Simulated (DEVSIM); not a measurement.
System: abrupt GaSb n-p junction, at 350 K.

```
layer (left to right)  material  thickness (μm)  Nd (cm⁻³)  Na (cm⁻³)  τn (s)   τp (s)
---------------------  --------  --------------  ---------  ---------  ------  -------
1                          GaSb            49.0       1e15          -  5.2e-9  5.2e-10
2                          GaSb           0.490          -     7.3e17  5.2e-9   5.2e-9
```

Left contact: ohmic. Right contact: ohmic. Voltage is applied to the left contact. Recombination: SRH at mid-gap, Auger. Mobility is constant in doping.

Constants are typed, rounded textbook-type inputs, not results; the design itself was drawn at random and stands for no fabricated device. Values at 300 K; Nc and Nv go as T^1.5, mobilities as T to minus their exponent, the gap by Varshni's rule with the affinity fixed.

| parameter | GaSb |
|---|---|
| gap (eV) | 0.726 |
| affinity (eV) | 4.06 |
| permittivity | 15.7 |
| Nc (cm⁻³) | 2.1e17 |
| Nv (cm⁻³) | 1.8e19 |
| μn (cm²/Vs) | 5000 |
| μp (cm²/Vs) | 850 |
| T exponent of μn | 2 |
| T exponent of μp | 1.7 |
| Cn (cm⁶/s) | 5e-30 |
| Cp (cm⁶/s) | 5e-30 |
| Varshni α (eV/K) | 0.00042 |
| Varshni β (K) | 140 |

Simulated with DEVSIM: 1D drift-diffusion, Boltzmann statistics, complete ionisation; no tunnelling, impact ionisation, image-force lowering or self-heating.

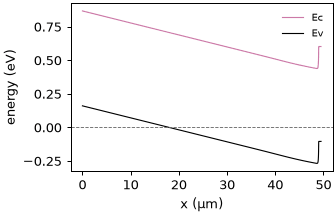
Band edges at -0.7 V on the left contact

Energies count from the Fermi level of the right contact; mesh points crowd at the junctions.

```json
[
 {"x (μm)": "0.000", "Ec (eV)": "0.868", "Ev (eV)": "0.161", "n (cm⁻³)": "1.0e15", "p (cm⁻³)": "4.0e11", "field (V/cm)": "-89"},
 {"x (μm)": "0.03028", "Ec (eV)": "0.868", "Ev (eV)": "0.161", "n (cm⁻³)": "1.0e15", "p (cm⁻³)": "4.0e11", "field (V/cm)": "-89"},
 {"x (μm)": "0.1039", "Ec (eV)": "0.867", "Ev (eV)": "0.160", "n (cm⁻³)": "1.0e15", "p (cm⁻³)": "4.0e11", "field (V/cm)": "-89"},
 {"x (μm)": "0.2651", "Ec (eV)": "0.866", "Ev (eV)": "0.159", "n (cm⁻³)": "1.0e15", "p (cm⁻³)": "4.0e11", "field (V/cm)": "-89"},
 {"x (μm)": "0.8454", "Ec (eV)": "0.861", "Ev (eV)": "0.154", "n (cm⁻³)": "1.0e15", "p (cm⁻³)": "4.0e11", "field (V/cm)": "-89"},
 {"x (μm)": "2.023", "Ec (eV)": "0.850", "Ev (eV)": "0.143", "n (cm⁻³)": "1.0e15", "p (cm⁻³)": "4.0e11", "field (V/cm)": "-89"},
 {"x (μm)": "4.604", "Ec (eV)": "0.827", "Ev (eV)": "0.120", "n (cm⁻³)": "1.0e15", "p (cm⁻³)": "4.0e11", "field (V/cm)": "-89"},
 {"x (μm)": "13.89", "Ec (eV)": "0.744", "Ev (eV)": "0.037", "n (cm⁻³)": "1.0e15", "p (cm⁻³)": "4.0e11", "field (V/cm)": "-89"},
 {"x (μm)": "29.82", "Ec (eV)": "0.602", "Ev (eV)": "-0.105", "n (cm⁻³)": "1.0e15", "p (cm⁻³)": "4.6e11", "field (V/cm)": "-89"},
 {"x (μm)": "40.87", "Ec (eV)": "0.502", "Ev (eV)": "-0.205", "n (cm⁻³)": "1.2e15", "p (cm⁻³)": "1.6e14", "field (V/cm)": "-93"},
 {"x (μm)": "45.42", "Ec (eV)": "0.462", "Ev (eV)": "-0.245", "n (cm⁻³)": "2.1e15", "p (cm⁻³)": "1.1e15", "field (V/cm)": "-78"},
 {"x (μm)": "47.83", "Ec (eV)": "0.445", "Ev (eV)": "-0.262", "n (cm⁻³)": "3.2e15", "p (cm⁻³)": "2.2e15", "field (V/cm)": "-68"},
 {"x (μm)": "48.52", "Ec (eV)": "0.440", "Ev (eV)": "-0.267", "n (cm⁻³)": "3.7e15", "p (cm⁻³)": "2.7e15", "field (V/cm)": "-59"},
 {"x (μm)": "48.80", "Ec (eV)": "0.442", "Ev (eV)": "-0.265", "n (cm⁻³)": "3.4e15", "p (cm⁻³)": "3.4e15", "field (V/cm)": "590"},
 {"x (μm)": "48.95", "Ec (eV)": "0.485", "Ev (eV)": "-0.222", "n (cm⁻³)": "8.5e14", "p (cm⁻³)": "1.4e16", "field (V/cm)": "8100"},
 {"x (μm)": "48.99", "Ec (eV)": "0.544", "Ev (eV)": "-0.163", "n (cm⁻³)": "1.2e14", "p (cm⁻³)": "1.0e17", "field (V/cm)": "26000"},
 {"x (μm)": "49.02", "Ec (eV)": "0.601", "Ev (eV)": "-0.106", "n (cm⁻³)": "1.7e13", "p (cm⁻³)": "6.8e17", "field (V/cm)": "3500"},
 {"x (μm)": "49.06", "Ec (eV)": "0.603", "Ev (eV)": "-0.104", "n (cm⁻³)": "1.4e13", "p (cm⁻³)": "7.3e17", "field (V/cm)": "≈ 0"},
 {"x (μm)": "49.22", "Ec (eV)": "0.603", "Ev (eV)": "-0.104", "n (cm⁻³)": "9.3e12", "p (cm⁻³)": "7.3e17", "field (V/cm)": "≈ 0"},
 {"x (μm)": "49.37", "Ec (eV)": "0.603", "Ev (eV)": "-0.104", "n (cm⁻³)": "4.0e12", "p (cm⁻³)": "7.3e17", "field (V/cm)": "≈ 0"},
 {"x (μm)": "49.45", "Ec (eV)": "0.603", "Ev (eV)": "-0.104", "n (cm⁻³)": "1.5e12", "p (cm⁻³)": "7.3e17", "field (V/cm)": "≈ 0"},
 {"x (μm)": "49.49", "Ec (eV)": "0.603", "Ev (eV)": "-0.104", "n (cm⁻³)": "5.4e8", "p (cm⁻³)": "7.3e17", "field (V/cm)": "≈ 0"}
]
```
